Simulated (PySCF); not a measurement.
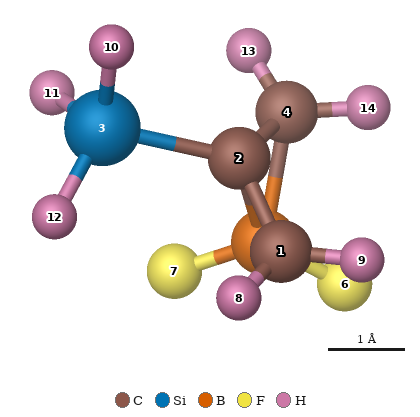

The input geometry (ball-and-stick view, seen at a tilt; atoms are numbered from 1 in the order of the input).

**Saddle-point search, with input and output: C$_{3}$H$_{7}$BF$_{2}$Si**

System: C$_{3}$H$_{7}$BF$_{2}$Si.
Method: PBE0-D3(BJ)/def2-SVP saddle search from the GFN2-xTB point and Hessian, gas phase (PySCF 2.14.0).

## Output
```
step      E/eV     max force
  0    -17191.72811   0.6596
  1    -17191.82370   0.1160
  2    -17191.82668   0.0611
  3    -17191.82731   0.0341
  4    -17191.82548   0.1146
  5    -17191.82743   0.0058
```

## Trajectory as extended XYZ (Å, eV, eV/Å), 6 frames, from step=0 to step=5
```
14
Properties=species:S:1:pos:R:3:forces:R:3 step=0 energy=-17191.72811
C     0.0471   -1.0420   -0.9996   -0.6080   0.0440   0.2520
C    -0.2091   -0.4055    0.2389    0.5940  -0.2040  -0.1560
Si   -1.6924    0.7707    0.4272    0.4320  -0.3750  -0.0710
C     0.9212   -0.2436    1.0748   -0.6130   0.0430   0.2060
B     1.2312    0.2110   -0.6093    0.3130   0.2030  -0.1910
F     2.4709   -0.2200   -0.9631    0.1300  -0.3280   0.0610
F     0.9808    1.4928   -0.9970   -0.2900   0.1930   0.0330
H    -0.7124   -0.9963   -1.7650   -0.2960   0.1820  -0.4280
H     0.6524   -1.9386   -1.0406    0.4760  -0.2780   0.0470
H    -2.5718    0.0218    1.3328   -0.3900  -0.1680   0.2930
H    -1.2578    2.0251    1.0316    0.1240   0.4790   0.2630
H    -2.3129    0.9642   -0.8805   -0.2790   0.0990  -0.4600
H     0.8412    0.4231    1.9198    0.0220   0.4690   0.3070
H     1.6117   -1.0627    1.2300    0.3850  -0.3600  -0.1570
14
Properties=species:S:1:pos:R:3:forces:R:3 step=1 energy=-17191.82370
C     0.0213   -1.0731   -0.9904    0.0120  -0.0850   0.0780
C    -0.1812   -0.4212    0.2459    0.0300  -0.0440  -0.0410
Si   -1.6735    0.7524    0.4269   -0.0180  -0.0030   0.0400
C     0.9253   -0.2354    1.1001    0.0080  -0.0770   0.0680
B     1.2257    0.2119   -0.6229   -0.0220  -0.0330  -0.0020
F     2.4533   -0.2677   -0.9594   -0.0280   0.0330   0.0030
F     0.9447    1.4866   -1.0151    0.0450  -0.0200  -0.0030
H    -0.7417   -0.9966   -1.7645   -0.0570   0.0480  -0.0640
H     0.6818   -1.9455   -1.0558    0.0240   0.0500  -0.0070
H    -2.6516    0.0073    1.2744    0.0010  -0.0110  -0.0030
H    -1.2573    1.9997    1.1194    0.0080   0.0250   0.0190
H    -2.2718    1.0302   -0.9049    0.0040   0.0060  -0.0400
H     0.8546    0.4808    1.9199   -0.0130   0.0730   0.0050
H     1.6705   -1.0294    1.2264    0.0070   0.0370  -0.0520
14
Properties=species:S:1:pos:R:3:forces:R:3 step=2 energy=-17191.82668
C     0.0102   -1.0853   -0.9818   -0.0470   0.0160  -0.0110
C    -0.1802   -0.4301    0.2539    0.0480   0.0130   0.0080
Si   -1.6727    0.7479    0.4331   -0.0080  -0.0010  -0.0250
C     0.9287   -0.2275    1.1041   -0.0360   0.0400   0.0290
B     1.2161    0.2033   -0.6230    0.0320   0.0190  -0.0090
F     2.4405   -0.2795   -0.9642    0.0190  -0.0450   0.0060
F     0.9496    1.4756   -1.0274   -0.0480   0.0280   0.0080
H    -0.7585   -0.9939   -1.7532    0.0240  -0.0120   0.0160
H     0.6829   -1.9451   -1.0667    0.0010   0.0000   0.0080
H    -2.6753   -0.0150    1.2389    0.0210   0.0260  -0.0290
H    -1.2601    1.9783    1.1649   -0.0180  -0.0320  -0.0120
H    -2.2271    1.0612   -0.9153    0.0070  -0.0090   0.0590
H     0.8540    0.5125    1.9059    0.0080  -0.0400  -0.0360
H     1.6919   -1.0023    1.2308    0.0000  -0.0040  -0.0120
14
Properties=species:S:1:pos:R:3:forces:R:3 step=3 energy=-17191.82731
C     0.0077   -1.0861   -0.9767    0.0100   0.0210   0.0250
C    -0.1766   -0.4246    0.2563   -0.0140  -0.0120  -0.0160
Si   -1.6721    0.7486    0.4316   -0.0120   0.0050   0.0250
C     0.9329   -0.2225    1.1035    0.0040  -0.0100  -0.0210
B     1.2179    0.2034   -0.6263    0.0020  -0.0080  -0.0010
F     2.4394   -0.2891   -0.9667   -0.0100   0.0210  -0.0030
F     0.9472    1.4749   -1.0321    0.0090  -0.0050  -0.0010
H    -0.7613   -0.9993   -1.7465   -0.0120   0.0000  -0.0120
H     0.6804   -1.9456   -1.0577    0.0060  -0.0160  -0.0010
H    -2.6835   -0.0234    1.2157    0.0180   0.0110  -0.0090
H    -1.2712    1.9702    1.1835   -0.0120  -0.0200  -0.0130
H    -2.2197    1.0759   -0.9133    0.0080   0.0020   0.0080
H     0.8628    0.5157    1.9042    0.0000   0.0180   0.0170
H     1.6960   -0.9981    1.2247    0.0030  -0.0070   0.0030
14
Properties=species:S:1:pos:R:3:forces:R:3 step=4 energy=-17191.82548
C     0.0016   -1.0974   -0.9598   -0.0260   0.0000  -0.0550
C    -0.1749   -0.4226    0.2661    0.0400   0.0240   0.0410
Si   -1.6723    0.7488    0.4364   -0.0420   0.0530  -0.0690
C     0.9447   -0.2097    1.0986   -0.0340   0.0680   0.0410
B     1.2127    0.1964   -0.6360   -0.0320   0.0590  -0.0090
F     2.4321   -0.2891   -0.9863    0.0470  -0.0490  -0.0070
F     0.9380    1.4648   -1.0505   -0.0250   0.0010   0.0090
H    -0.7740   -1.0217   -1.7259    0.0150  -0.0030   0.0150
H     0.6731   -1.9587   -1.0351    0.0080  -0.0100   0.0010
H    -2.7140   -0.0551    1.1467    0.0210   0.0250  -0.0240
H    -1.3030    1.9389    1.2541    0.0030  -0.0410  -0.0150
H    -2.1587    1.1455   -0.9191    0.0110  -0.0490   0.1030
H     0.8859    0.5430    1.8898   -0.0050  -0.0520  -0.0350
H     1.7088   -0.9831    1.2210    0.0210  -0.0260   0.0050
14
Properties=species:S:1:pos:R:3:forces:R:3 step=5 energy=-17191.82743
C     0.0074   -1.0877   -0.9748    0.0000   0.0010  -0.0040
C    -0.1769   -0.4250    0.2572    0.0000   0.0030   0.0030
Si   -1.6719    0.7489    0.4324    0.0020   0.0000  -0.0020
C     0.9341   -0.2217    1.1026    0.0000   0.0030   0.0010
B     1.2169    0.2028   -0.6274   -0.0030   0.0050   0.0000
F     2.4388   -0.2861   -0.9699    0.0040   0.0000  -0.0020
F     0.9449    1.4740   -1.0333   -0.0020   0.0010   0.0000
H    -0.7625   -1.0029   -1.7446    0.0000   0.0000   0.0000
H     0.6796   -1.9484   -1.0543    0.0010  -0.0020   0.0000
H    -2.6858   -0.0252    1.2082   -0.0030  -0.0040   0.0030
H    -1.2755    1.9663    1.1903    0.0020   0.0000   0.0030
H    -2.2112    1.0843   -0.9133   -0.0010  -0.0010   0.0000
H     0.8655    0.5186    1.9025    0.0000  -0.0020  -0.0010
H     1.6967   -0.9979    1.2246    0.0020  -0.0020   0.0000
```

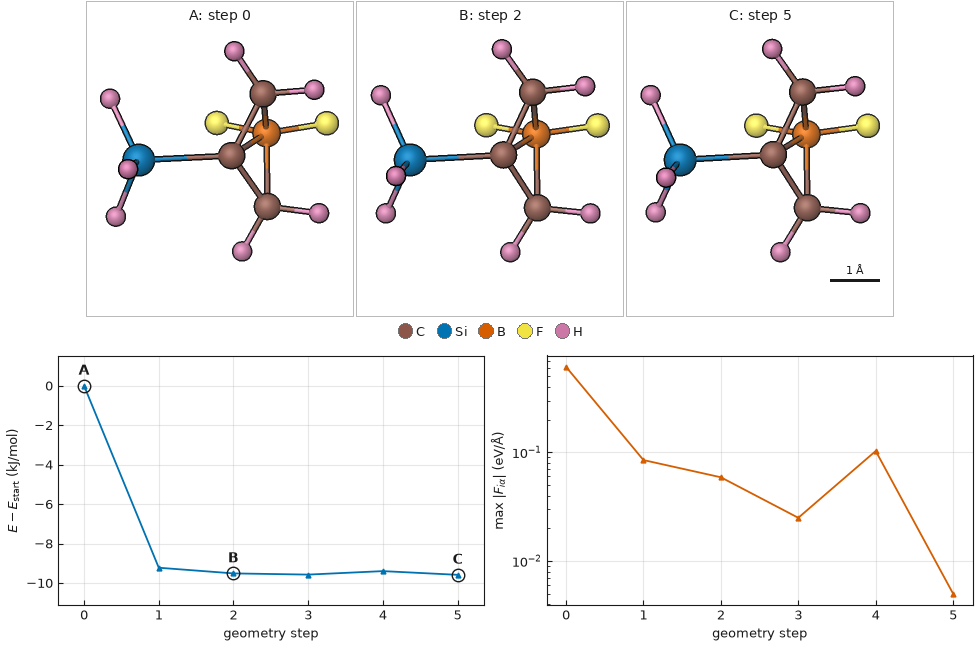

Frames of the saddle-point search (ball-and-stick view, seen at a tilt) above the curves, on which the letters mark them (steps are counted from 0).

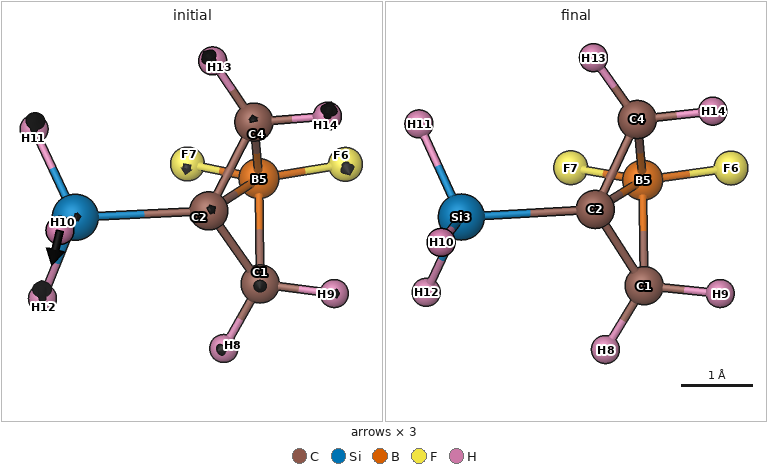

Before (left) and after (right) the saddle-point search, at one scale (ball-and-stick view, seen at a tilt). The black arrows give the displacements, magnified 3 times. H10 moves most after the best rigid fit: 0.18 Å. By element the largest moves are H 0.18 Å, F 0.07 Å, C 0.07 Å, Si 0.03 Å, B 0.02 Å. Among the contacts that change: C1–B5 1.768 → 1.802 Å, Si3–H11 1.459 → 1.488 Å, Si3–H10 1.468 → 1.493 Å, C2–B5 1.782 → 1.766 Å. Among the angles that change: C1–C2–C4 115.1° → 119.2°, C2–B5–F6 138.7° → 135.0°, B5–C1–H9 102.8° → 99.5°. The energy falls by 9.58 kJ/mol in 5 geometry steps. Largest force component: 0.61 eV/Å at the start, 0.005 eV/Å at the end. (Atoms are counted from 1 in the order of the input.)

The run was set up as follows.

## Input
```
{"job": {"xc": "PBE0", "basis": "def2-SVP", "kind": "refine"}, "charge": 0, "multiplicity": 1}
C      0.047113    -1.042015    -0.999649
C     -0.209135    -0.405510     0.238938
Si    -1.692449     0.770659     0.427229
C      0.921194    -0.243603     1.074781
B      1.231202     0.211037    -0.609328
F      2.470866    -0.219985    -0.963142
F      0.980846     1.492801    -0.997013
H     -0.712404    -0.996261    -1.764962
H      0.652425    -1.938613    -1.040620
H     -2.571838     0.021810     1.332846
H     -1.257835     2.025071     1.031634
H     -2.312858     0.964226    -0.880464
H      0.841165     0.423081     1.919772
H      1.611709    -1.062699     1.229979
```

The first line tells a small driver script what to run in PySCF; the rest is the geometry in Å.

Launch command:
```bash
OMP_NUM_THREADS=1 python <driver script> task.json out
```

## Key numbers

| quantity | value |
| --- | --- |
| outcome | converged |
| total energy | −631.788010 hartree |
| hardware | 1 CPU thread, shared host |
| wall time | 56 s |
| peak memory | 0.59 GiB |
